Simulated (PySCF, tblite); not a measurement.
# C4H12N2OSi: geometry, infrared bands and NMR shifts

What infrared bands and NMR shifts should C4H12N2OSi (`C[C@H](N)C/C=N/[SiH2]O`) show?

Computed with tblite 0.8.0 and PySCF 2.14.0, with density-fitted response routines of our own, on a single molecule in the gas phase. Atoms count from 0, in the outputs and in this text.

## 1. The molecule as given

20 atoms, charge 0, multiplicity 1; geometry from: force field or distance geometry start.

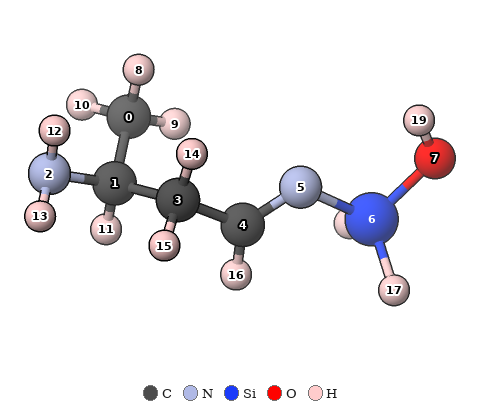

The starting geometry (carbon dark grey, nitrogen light blue, silicon blue, oxygen red, hydrogen pink), atoms numbered.

## 2. Relaxing the molecule with GFN2-xTB

What the job is given:

```
{"job": {"kind": "relax", "xc": "GFN2-xTB", "basis": "xTB"}, "charge": 0, "multiplicity": 1}
C     -1.055100     0.182400    -1.788500
C     -1.683200    -0.191400    -0.450100
N     -3.039700     0.320000    -0.388500
C     -0.859400     0.350400     0.728500
C      0.464400    -0.376900     0.842500
N      1.561200     0.281100     0.691000
Si     3.027800    -0.638300     0.820700
O      4.209900     0.483800     0.546400
H     -0.966400     1.268800    -1.894300
H     -0.070100    -0.251700    -1.898600
H     -1.680700    -0.186700    -2.618200
H     -1.733500    -1.292900    -0.381500
H     -3.042600     1.341400    -0.471100
H     -3.465400     0.123600     0.512300
H     -0.696800     1.431500     0.650300
H     -1.387000     0.158300     1.693600
H      0.412800    -1.461500     1.034600
H      3.131100    -1.201900     2.189500
H      3.030000    -1.690800    -0.206300
H      3.837300     1.361400     0.384500
```

The run is started by

```
$ OMP_NUM_THREADS=1 python probes_run.py task.json out
```

This one command runs all jobs of the session in turn.

What it wrote:

```text
step      E/eV     max force
  0    -717.18457    2.461
  1    -717.27212    2.072
  2    -717.31102    0.464
  3    -717.32433    0.339
  4    -717.33715    0.331
  5    -717.34333    0.350
  6    -717.35945    0.309
  7    -717.37195    0.395
  8    -717.38294    0.305
  9    -717.39010    0.233
 10    -717.39691    0.261
 11    -717.40406    0.242
 12    -717.41121    0.199
 13    -717.41572    0.123
 14    -717.41764    0.103
 15    -717.41872    0.084
 16    -717.41977    0.088
 17    -717.42060    0.060
 18    -717.42122    0.055
 19    -717.42181    0.053
 20    -717.42253    0.060
 21    -717.42334    0.060
 22    -717.42411    0.056
 23    -717.42474    0.056
 24    -717.42528    0.062
 25    -717.42578    0.053
 26    -717.42620    0.042
 27    -717.42654    0.050
 28    -717.42687    0.048
 29    -717.42725    0.051
 30    -717.42772    0.065
 31    -717.42831    0.062
 32    -717.42895    0.056
 33    -717.42954    0.049
 34    -717.42999    0.047
 35    -717.43038    0.049
 36    -717.43076    0.052
 37    -717.43108    0.043
 38    -717.43127    0.029
 39    -717.43136    0.025
 40    -717.43145    0.025
 41    -717.43157    0.035
 42    -717.43172    0.035
 43    -717.43187    0.031
 44    -717.43199    0.027
 45    -717.43209    0.024
 46    -717.43219    0.024
 47    -717.43228    0.020
 48    -717.43236    0.022
 49    -717.43244    0.021
 50    -717.43253    0.022
 51    -717.43264    0.022
 52    -717.43275    0.027
 53    -717.43287    0.032
 54    -717.43302    0.030
 55    -717.43324    0.039
 56    -717.43351    0.049
 57    -717.43378    0.046
 58    -717.43403    0.050
 59    -717.43429    0.053
 60    -717.43463    0.048
 61    -717.43500    0.043
 62    -717.43532    0.057
 63    -717.43558    0.060
 64    -717.43587    0.049
 65    -717.43619    0.047
 66    -717.43665    0.043
 67    -717.43691    0.043
 68    -717.43723    0.044
 69    -717.43754    0.043
 70    -717.43794    0.042
 71    -717.43835    0.044
 72    -717.43851    0.203
 73    -717.43903    0.062
 74    -717.43942    0.041
 75    -717.43984    0.031
 76    -717.44017    0.047
 77    -717.44052    0.056
 78    -717.44100    0.053
 79    -717.44151    0.046
 80    -717.44200    0.051
 81    -717.44237    0.047
 82    -717.44267    0.040
 83    -717.44292    0.035
 84    -717.44310    0.050
 85    -717.44325    0.042
 86    -717.44341    0.043
 87    -717.44368    0.030
 88    -717.44383    0.030
 89    -717.44402    0.030
 90    -717.44416    0.029
 91    -717.44435    0.029
 92    -717.44455    0.034
 93    -717.44475    0.034
 94    -717.44495    0.034
 95    -717.44517    0.038
 96    -717.44543    0.039
 97    -717.44573    0.038
 98    -717.44600    0.038
 99    -717.44622    0.032
100    -717.44644    0.033
101    -717.44673    0.041
102    -717.44712    0.041
103    -717.44746    0.045
104    -717.44769    0.030
105    -717.44789    0.052
106    -717.44811    0.037
107    -717.44836    0.035
108    -717.44860    0.037
109    -717.44886    0.039
110    -717.44935    0.057
111    -717.45009    0.067
112    -717.45081    0.060
113    -717.45136    0.062
114    -717.45168    0.049
115    -717.45208    0.043
116    -717.45263    0.045
117    -717.45324    0.040
118    -717.45358    0.035
119    -717.45370    0.055
120    -717.45381    0.036
121    -717.45391    0.033
122    -717.45419    0.021
123    -717.45434    0.026
124    -717.45452    0.035
125    -717.45473    0.036
126    -717.45501    0.034
127    -717.45526    0.030
128    -717.45541    0.020
129    -717.45551    0.022
130    -717.45563    0.027
131    -717.45580    0.027
132    -717.45598    0.021
133    -717.45612    0.025
134    -717.45624    0.023
135    -717.45637    0.023
136    -717.45653    0.023
137    -717.45671    0.032
138    -717.45693    0.034
139    -717.45722    0.039
140    -717.45759    0.047
141    -717.45799    0.048
142    -717.45830    0.042
143    -717.45852    0.036
144    -717.45875    0.031
145    -717.45905    0.029
146    -717.45938    0.032
147    -717.45962    0.039
148    -717.45976    0.041
149    -717.45990    0.031
150    -717.46006    0.022
151    -717.46023    0.026
152    -717.46041    0.028
153    -717.46054    0.031
154    -717.46069    0.036
155    -717.46087    0.040
156    -717.46109    0.042
157    -717.46128    0.029
158    -717.46141    0.020
159    -717.46149    0.017
160    -717.46154    0.018
161    -717.46158    0.015
162    -717.46162    0.012
163    -717.46166    0.014
164    -717.46171    0.014
165    -717.46176    0.019
166    -717.46182    0.021
167    -717.46190    0.020
168    -717.46197    0.019
169    -717.46204    0.017
170    -717.46212    0.022
171    -717.46224    0.032
172    -717.46240    0.036
173    -717.46255    0.027
174    -717.46266    0.022
175    -717.46272    0.014
176    -717.46278    0.015
177    -717.46282    0.014
178    -717.46285    0.012
179    -717.46286    0.010
180    -717.46288    0.008
```

Wall time 1.1 s (1 thread of Arm Neoverse V2, shared host); peak memory 0.18 GiB.

Along the way: (not every step is listed)

| step | energy from step 0 (eV) | largest force (eV/Å) |
| --- | --- | --- |
| 0 | 0.0000 | 2.4612 |
| 1 | -0.0875 | 2.0722 |
| 2 | -0.1264 | 0.4635 |
| 3 | -0.1398 | 0.3393 |
| 4 | -0.1526 | 0.3307 |
| 5 | -0.1588 | 0.3504 |
| 6 | -0.1749 | 0.3095 |
| 7 | -0.1874 | 0.3945 |
| 8 | -0.1984 | 0.3054 |
| 24 | -0.2407 | 0.0618 |
| 40 | -0.2469 | 0.0250 |
| 56 | -0.2489 | 0.0493 |
| 72 | -0.2539 | 0.2034 |
| 88 | -0.2593 | 0.0299 |
| 104 | -0.2631 | 0.0296 |
| 120 | -0.2692 | 0.0358 |
| 136 | -0.2720 | 0.0234 |
| 152 | -0.2758 | 0.0282 |
| 168 | -0.2774 | 0.0188 |
| 175 | -0.2781 | 0.0136 |
| 176 | -0.2782 | 0.0153 |
| 177 | -0.2782 | 0.0141 |
| 178 | -0.2783 | 0.0120 |
| 179 | -0.2783 | 0.0105 |
| 180 | -0.2783 | 0.0083 |

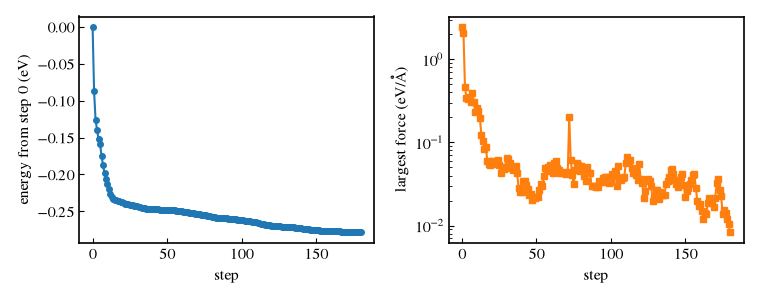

Energy and force, step by step.

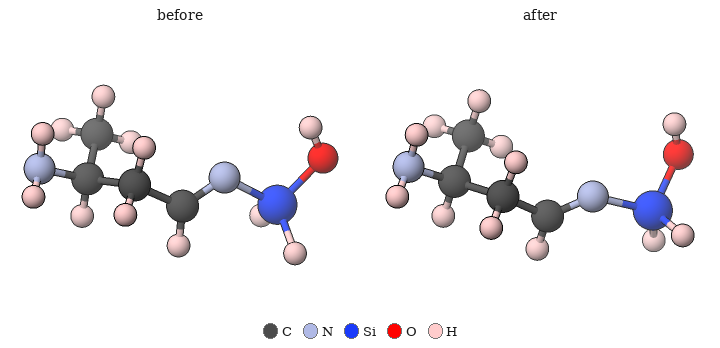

Before and after, at one scale.

Distances of close pairs at the start and the end, largest changes first:

| bond | before (Å) | after (Å) | change (Å) |
| --- | --- | --- | --- |
| C4–N5 | 1.288 | 1.250 | -0.038 |
| Si6–O7 | 1.653 | 1.625 | -0.028 |
| C3–C4 | 1.515 | 1.491 | -0.024 |
| C3–H15 | 1.117 | 1.095 | -0.022 |
| Si6–H17 | 1.484 | 1.464 | -0.020 |
| C0–H10 | 1.103 | 1.086 | -0.016 |
| O7–H19 | 0.967 | 0.953 | -0.014 |
| Si6–H18 | 1.471 | 1.457 | -0.013 |

The next job starts from the end point, and lists it.

## 3. Vibrational analysis with GFN2-xTB

What the job is given:

```
{"job": {"kind": "ir", "xc": "GFN2-xTB", "basis": "xTB"}, "charge": 0, "multiplicity": 1}
C     -1.042320     0.297236    -1.739522
C     -1.762302    -0.143652    -0.469302
N     -3.068835     0.483549    -0.429423
C     -0.895773     0.166693     0.775886
C      0.383573    -0.598868     0.764646
N      1.496590    -0.040293     0.871682
Si     3.126543    -0.594485     0.964242
O      4.008041     0.368427    -0.003739
H     -0.872559     1.371622    -1.722060
H     -0.081942    -0.204193    -1.823557
H     -1.650652     0.057390    -2.606966
H     -1.932886    -1.226814    -0.511132
H     -2.975248     1.493105    -0.392820
H     -3.594246     0.186337     0.385041
H     -0.680583     1.235906     0.829133
H     -1.456929    -0.124163     1.669999
H      0.261743    -1.686197     0.648107
H      3.460526    -0.414637     2.378294
H      3.455583    -1.917926     0.450849
H      3.816527     1.301642    -0.042393
```

What it wrote:

```text
mode    cm-1     km/mol
  1      30.3      0.20
  2      49.1      0.25
  3      78.7      1.76
  4     122.6      0.29
  5     144.5      4.79
  6     202.1      3.97
  7     226.5     57.04
  8     246.1      3.89
  9     288.3     49.98
 10     293.5     54.09
 11     344.3     53.39
 12     390.9     10.34
 13     428.8      1.88
 14     489.9     10.38
 15     551.3    141.03
 16     597.6      8.67
 17     744.1    151.32
 18     765.3      8.10
 19     793.4    250.16
 20     818.6    162.24
 21     845.1    376.07
 22     896.5     84.26
 23     900.4    227.58
 24     930.8     71.91
 25     933.0    133.14
 26     968.7      3.29
 27    1012.8     12.36
 28    1069.7      5.97
 29    1121.1     65.76
 30    1135.6     16.65
 31    1169.6     81.36
 32    1224.9      3.04
 33    1263.1      2.22
 34    1314.5     26.42
 35    1347.1     19.23
 36    1358.3     12.13
 37    1404.9     10.68
 38    1452.4      2.90
 39    1485.7      0.94
 40    1493.6      3.32
 41    1565.3     32.63
 42    1770.0    413.99
 43    2235.3    376.22
 44    2298.9    244.94
 45    2801.4    118.04
 46    2913.5     48.94
 47    2937.0     35.76
 48    2987.3     31.84
 49    3032.6     37.97
 50    3046.3     23.93
 51    3054.1     24.10
 52    3390.2     11.61
 53    3422.0      9.56
 54    3674.9     12.39
```

Run time: 0.64 s. Hardware: 1 thread of Arm Neoverse V2, shared host; peak memory 0.18 GiB.

The strongest bands and the atoms that carry them (share of the mass-weighted mode):

| cm⁻¹ | km/mol | atoms |
| --- | --- | --- |
| 744 | 151.3 | H17 56 %, H18 27 % |
| 793 | 250.2 | H18 40 %, H17 35 % |
| 819 | 162.2 | H19 28 %, H16 16 %, O7 11 % |
| 845 | 376.1 | H19 37 %, Si6 12 % |
| 900 | 227.6 | O7 19 %, Si6 16 %, H16 13 % |
| 1770 | 414.0 | C4 52 %, N5 47 % |
| 2235 | 376.2 | H17 92 % |
| 2299 | 244.9 | H18 92 % |

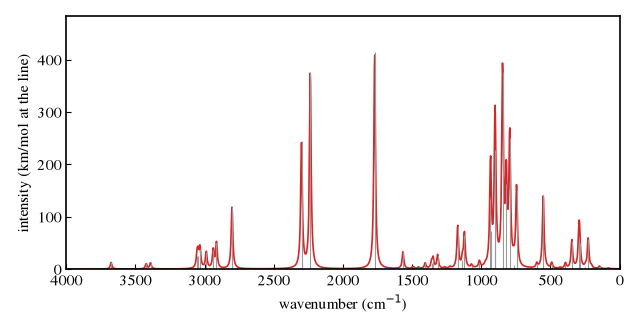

The infrared spectrum from these modes, unscaled. Lines are broadened to a width of 14 cm⁻¹ (Lorentzian).

## 4. NMR shieldings: PBE0/pcSseg-1

Settings changed since step 3:

```diff
@@ -1,2 +1,2 @@
-{"job": {"kind": "ir", "xc": "GFN2-xTB", "basis": "xTB"}, "charge": 0, "multiplicity": 1}
+{"job": {"kind": "nmr", "xc": "PBE0", "basis": "pcSseg-1"}, "charge": 0, "multiplicity": 1}
 C     -1.042320     0.297236    -1.739522
```

Level: GIAO PBE0/pcSseg-1 NMR shielding, non-relativistic, gas phase.

What it wrote:

```text
coarse grid: 16624 points
cycle   1  E = -633.1280847238  dE =  9.124e-01  |g| = 8.708e-01  |ddm| = 3.906e+00
cycle   2  E = -632.9470409387  dE =  1.810e-01  |g| = 1.300e+00  |ddm| = 1.810e+00
cycle   3  E = -633.2743638247  dE = -3.273e-01  |g| = 1.387e-01  |ddm| = 1.218e+00
cycle   4  E = -633.2779053832  dE = -3.542e-03  |g| = 6.540e-02  |ddm| = 1.486e-01
cycle   5  E = -633.2787682261  dE = -8.628e-04  |g| = 2.285e-02  |ddm| = 6.185e-02
cycle   6  E = -633.2788681656  dE = -9.994e-05  |g| = 5.096e-03  |ddm| = 2.004e-02
cycle   7  E = -633.2788735516  dE = -5.386e-06  |g| = 7.878e-04  |ddm| = 5.401e-03
final grid: 154416 points
cycle   8  E = -633.3319139392  dE = -4.267e-05  |g| = 1.054e-02  |ddm| = 3.193e-02
cycle   9  E = -633.3318977516  dE =  1.619e-05  |g| = 1.389e-02  |ddm| = 2.023e-02
cycle  10  E = -633.3319384244  dE = -4.067e-05  |g| = 1.362e-03  |ddm| = 1.146e-02
cycle  11  E = -633.3319387715  dE = -3.471e-07  |g| = 3.757e-04  |ddm| = 1.162e-03
cycle  12  E = -633.3319387969  dE = -2.546e-08  |g| = 1.675e-04  |ddm| = 4.138e-04
cycle  13  E = -633.3319388025  dE = -5.577e-09  |g| = 4.077e-05  |ddm| = 1.533e-04
cycle  14  E = -633.3319388028  dE = -3.190e-10  |g| = 6.808e-06  |ddm| = 3.998e-05
converged SCF energy = -633.3319388028

GIAO shielding tensors (ppm)
atom      isotropic    diamagn.    paramagn.     s11        s22        s33       span
  0 C      162.771     248.882     -86.111    151.585    153.060    183.667     32.081
  1 C      137.942     247.798    -109.857    120.890    136.555    156.381     35.491
  2 N      209.564     315.559    -105.995    174.110    208.178    246.405     72.296
  3 C      122.250     252.160    -129.909     94.693    119.371    152.687     57.994
  4 C        8.357     254.670    -246.313    -80.549    -17.977    123.597    204.146
  5 N     -119.966     329.860    -449.826   -425.743   -153.878    219.722    645.465
  6 Si     384.631     879.834    -495.203    353.913    369.337    430.644     76.732
  7 O      305.873     387.695     -81.822    269.325    302.998    345.295     75.970
  8 H       31.118      32.257      -1.140     28.460     29.020     35.873      7.414
  9 H       30.602      32.691      -2.089     25.794     29.821     36.191     10.396
 10 H       30.198      29.608       0.590     26.209     27.511     36.874     10.664
 11 H       28.518      32.574      -4.056     25.458     27.032     33.064      7.605
 12 H       31.307      31.860      -0.553     25.471     29.635     38.815     13.344
 13 H       30.899      30.942      -0.043     24.190     27.863     40.645     16.455
 14 H       29.738      34.264      -4.526     27.464     29.672     32.078      4.614
 15 H       29.073      32.967      -3.894     26.800     28.152     32.267      5.467
 16 H       23.048      32.922      -9.875     20.612     22.893     25.639      5.026
 17 H       26.534      28.617      -2.083     23.386     24.802     31.414      8.028
 18 H       26.678      29.080      -2.402     23.811     24.830     31.394      7.582
 19 H       30.132      33.022      -2.890     22.378     25.362     42.657     20.279
```

Run time: 41 s. Hardware: 1 thread of Arm Neoverse V2, shared host; peak memory 0.98 GiB.

The references, computed at this level on geometries of the same kind, shield at (ppm): 1H TMS 31.72, 13C TMS 186.9, 29Si TMS 349.2, 15N NH3 267.7, 17O H2O 336.1. Their shielding less the atom's gives the shift. The references are single molecules in the gas phase, so shifts against H2O, NH3, PH3, H3PO4 or CFCl3 are not on the usual liquid scales and can be off by tens of ppm. Atoms listed in one row are averaged.

| atoms | environment | σ (ppm) | δ (ppm) | δ scaled to CDCl3 |
| --- | --- | --- | --- | --- |
| C4 | C=N carbon | 8.4 | 178.6 | 172.4 |
| C3 | sp3 CH2 | 122.3 | 64.7 | 61.2 |
| C1 | sp3 CH bonded to N | 137.9 | 49.0 | 45.9 |
| C0 | methyl carbon | 162.8 | 24.2 | 21.7 |
| H16 | hydrogen on a C=N carbon | 23.05 | 8.67 | 8.28 |
| H17 | hydrogen on a silicon bonded to N, O | 26.53 | 5.18 | – |
| H18 | hydrogen on a silicon bonded to N, O | 26.68 | 5.04 | – |
| H11 | hydrogen on an sp3 CH bonded to N | 28.52 | 3.20 | 3.12 |
| H15 | hydrogen on an sp3 CH2 | 29.07 | 2.64 | 2.60 |
| H14 | hydrogen on an sp3 CH2 | 29.74 | 1.98 | 1.97 |
| H19 | hydrogen on an oxygen bonded to Si | 30.13 | 1.58 | – |
| H8, H9, H10 | hydrogen on a methyl carbon | 30.64 | 1.08 | 1.12 |
| H12, H13 | hydrogen on an amine nitrogen | 31.10 | 0.61 | – |
| N5 | imine nitrogen | -120.0 | 387.7 | – |
| N2 | amine nitrogen | 209.6 | 58.2 | – |
| Si6 | silicon bonded to N, O, 2 H | 384.6 | -35.5 | – |
| O7 | oxygen bonded to Si, H | 305.9 | 30.2 | – |

The scaled column applies a straight-line fit of computed shieldings to shifts measured in CDCl3 (root-mean-square error 0.16 ppm for H, 1.9 ppm for C).

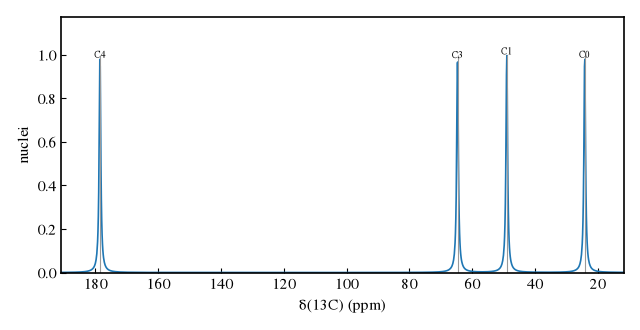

13C lines at the computed shifts, without couplings. Lines are broadened to a width of 0.62 ppm (Lorentzian).

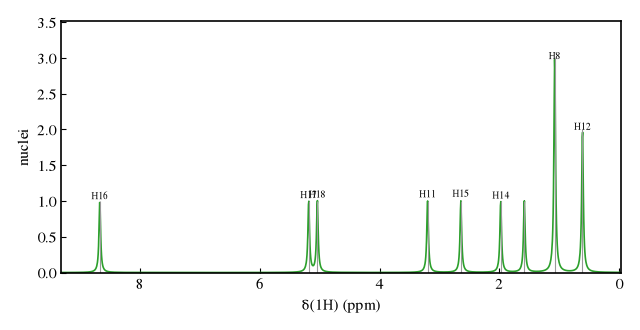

1H lines at the computed shifts, without couplings. Lines are broadened to a width of 0.03 ppm (Lorentzian).

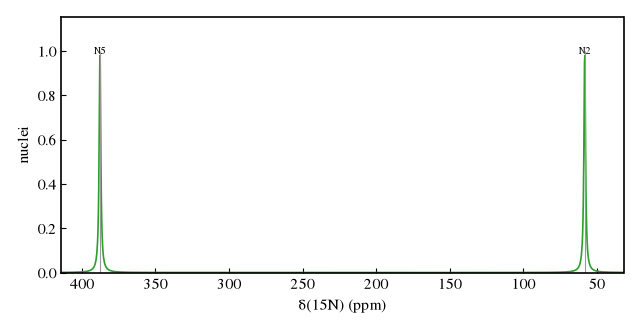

15N lines at the computed shifts, without couplings. Lines are broadened to a width of 1 ppm (Lorentzian).

The run also stored atomic charges by several schemes (e):

| atoms | Mulliken | IAO | Hirshfeld | ESP fit |
| --- | --- | --- | --- | --- |
| C0 | -0.20 | -0.42 | -0.12 | -0.67 |
| C1 | -0.19 | 0.01 | 0.02 | 0.64 |
| N2 | -0.41 | -0.57 | -0.23 | -1.01 |
| C3 | -0.14 | -0.30 | -0.09 | -0.62 |
| C4 | 0.09 | 0.08 | 0.07 | 0.53 |
| N5 | -0.55 | -0.57 | -0.25 | -0.64 |
| Si6 | 0.90 | 1.12 | 0.41 | 0.79 |
| O7 | -0.55 | -0.80 | -0.32 | -0.69 |

ESP fit charges:

C0 -0.67; C1 0.64; N2 -1.01; C3 -0.62; C4 0.53; N5 -0.64; Si6 0.79; O7 -0.69; H8 0.19; H9 0.17; H10 0.17; H11 0.01; H12 0.38; H13 0.36; H14 0.15; H15 0.15; H16 -0.04; H17 -0.15; H18 -0.13; H19 0.43

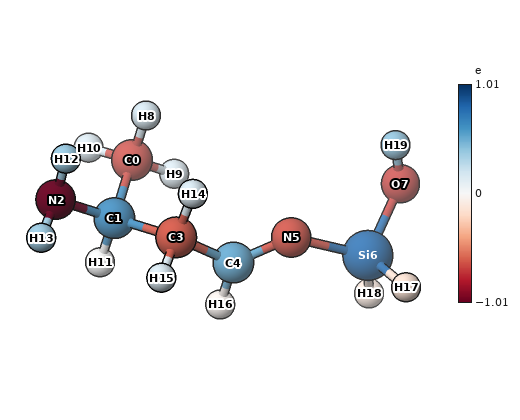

ESP fit charges, as colours on the atoms.

Mayer bond orders: C0–C1 1.02, C1–N2 1.02, C1–C3 0.99, C3–C4 0.98, C4–N5 1.91, N5–Si6 0.97, Si6–O7 1.05.

The fields below are evaluated on a grid from the run's orbitals.

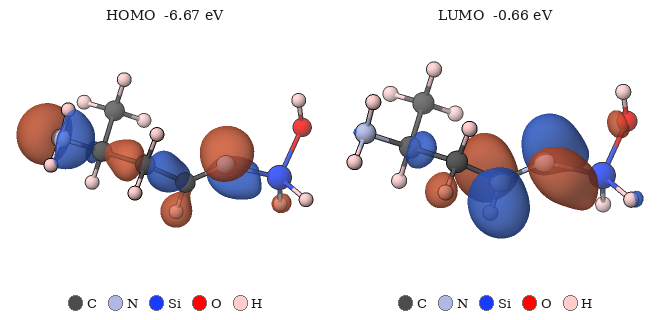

PBE0/pcSseg-1 orbitals near the gap, drawn at the value that encloses 70 % of each; the two colours are the two signs.

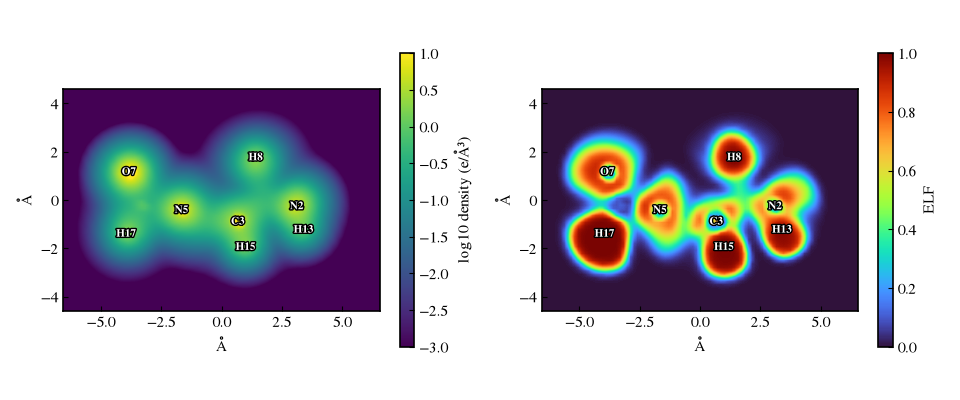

Density (left) and ELF (right) in a plane through or near 8 of the atoms.

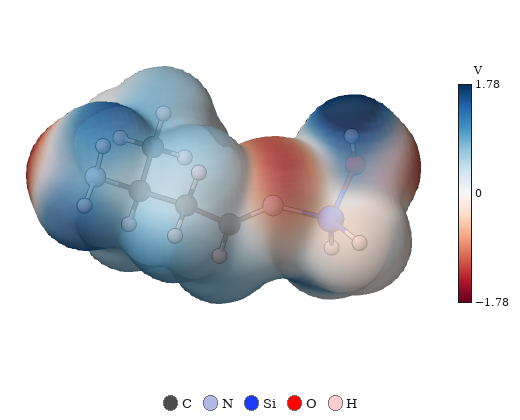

The potential that a unit positive charge feels on the 0.002 e/bohr³ surface, from -1.60 V near N2 to 1.78 V near H19.

## 5. Results

| quantity | value |
| --- | --- |
| strongest single infrared mode (GFN2-xTB) | 1770 cm⁻¹, 414 km/mol |
| zero-point energy (GFN2-xTB) | 100.2 kcal/mol |
| 13C shifts against TMS (PBE0/pcSseg-1) | 178.6, 64.7, 49.0, 24.2 ppm |
| 1H shifts against TMS (PBE0/pcSseg-1, means over atoms taken as alike) | 8.67, 5.18, 5.04, 3.20, 2.64, 1.98, 1.58, 1.08, 0.61 ppm |
| 15N shifts against NH3 (PBE0/pcSseg-1) | 387.7, 58.2 ppm |
| 29Si shifts against TMS (PBE0/pcSseg-1) | -35.5 ppm |
| 17O shifts against H2O (PBE0/pcSseg-1) | 30.2 ppm |
| surface potential, least and greatest | -1.60 V and 1.78 V |

**Reading.** The optimisation took 180 steps and gained 0.278 eV; among the close pairs (by a distance rule), C4–N5 changed most, from 1.288 to 1.250 Å. No mode is imaginary among the 54: a minimum at this level. The strongest single mode, at 1770 cm⁻¹, moves mainly C4 and N5. GFN2-xTB is a fitted tight-binding method: band positions and strengths are rough. Its intensities can rank the bands wrongly. At PBE0/pcSseg-1: Shielding is most anisotropic at N5 (span 645 ppm, paramagnetic term -450 ppm). By nearest atom (PBE0/pcSseg-1), the HOMO sits on N2, N5 about 31 % each; C3 8 % and the LUMO on C4 36 %; N5 30 %.
